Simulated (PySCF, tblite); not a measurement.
**C3H13B3N2: geometry, infrared bands and NMR shifts**

Aim: predict the infrared bands and NMR shifts of C3H13B3N2 (`B[N@@H+]1[BH2-][NH2+][B@@H-]1C1CC1`).

Computed with tblite 0.8.0 and PySCF 2.14.0, with density-fitted response routines of our own, on a single molecule in the gas phase. Atoms are numbered from 0 throughout.

## 1. Starting geometry

21 atoms, charge 0, multiplicity 1; geometry from: force field or distance geometry start.

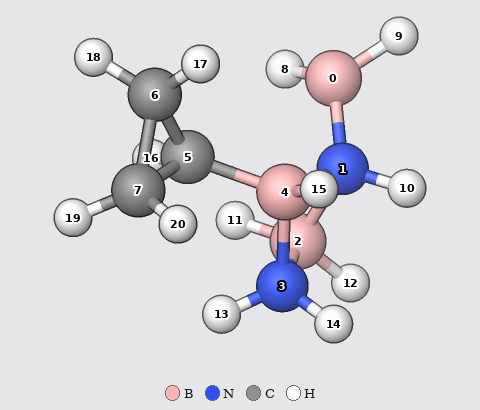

As it starts; boron pink, nitrogen blue, carbon grey, hydrogen white, atoms numbered; sticks join atoms by distance.

## 2. Geometry optimisation with GFN2-xTB

The job: settings as JSON, then the geometry in Å.

```
{"job": {"kind": "relax", "xc": "GFN2-xTB", "basis": "xTB"}, "charge": 0, "multiplicity": 1}
B     -1.800200    -1.244900     0.958300
N     -1.456900     0.186600     0.633500
B     -1.655700     0.604100    -0.818200
N     -0.454700     1.543200    -0.621600
B     -0.000300     0.520500     0.462700
C      0.920700    -0.541800    -0.270600
C      2.056600    -1.216200     0.434000
C      2.354900     0.003600    -0.391500
H     -2.055000    -1.968900     0.047700
H     -2.483000    -1.424900     1.932100
H     -1.914900     0.905700     1.250900
H     -1.518000    -0.255100    -1.613400
H     -2.657100     1.265800    -0.938700
H      0.210500     1.578100    -1.413500
H     -0.678500     2.473800    -0.209600
H      0.514600     1.051900     1.410900
H      0.528900    -1.058800    -1.153300
H      2.183200    -1.102100     1.529600
H      2.511200    -2.141500     0.008000
H      2.801800    -0.112500    -1.399300
H      2.583200     0.950300     0.161700
```

The run is started by

```
OMP_NUM_THREADS=1 python probes_run.py task.json out
```

One launch serves the whole session: the jobs run in the order shown.

**Question.** This job is followed by: GFN2-xTB harmonic vibrations, gas phase; GIAO PBE0/pcSseg-1 NMR shielding, non-relativistic, gas phase. Predict these results of the whole session: strongest single infrared mode (GFN2-xTB); zero-point energy (GFN2-xTB); 13C shifts against TMS (PBE0/pcSseg-1); 1H shifts against TMS (PBE0/pcSseg-1, means over atoms taken as alike); 11B shifts against BF3·OEt2 (PBE0/pcSseg-1); 15N shifts against NH3 (PBE0/pcSseg-1).

**Answer**, as computed:

```
                                                              quantity                                                                         value
                             strongest single infrared mode (GFN2-xTB)                                                         1037 cm⁻¹, 270 km/mol
                                          zero-point energy (GFN2-xTB)                                                                109.2 kcal/mol
                                13C shifts against TMS (PBE0/pcSseg-1)                                                             8.7, 7.2, 2.9 ppm
1H shifts against TMS (PBE0/pcSseg-1, means over atoms taken as alike)  6.26, 4.78, 3.39, 3.30, 2.69, 2.18, 1.85, 0.57, 0.31, 0.10, -0.04, -0.06 ppm
                           11B shifts against BF3·OEt2 (PBE0/pcSseg-1)                                                         64.0, -4.7, -16.9 ppm
                                15N shifts against NH3 (PBE0/pcSseg-1)                                                                83.2, 29.1 ppm
```

In words: Relaxing lowered the energy by 1.301 eV in 112 steps; the close pair that moved most is N1–B4, from 1.504 to 1.629 Å. All 57 modes are real, so the xTB geometry is a minimum. The strongest single mode, at 1037 cm⁻¹, is spread over many atoms; the largest shares are those of H15, H14. Unscaled tight-binding wavenumbers are off by several per cent, some by more. Its intensities can rank the bands wrongly. At PBE0/pcSseg-1: The largest span, 154 ppm, is at N1, where the paramagnetic term is -140 ppm.
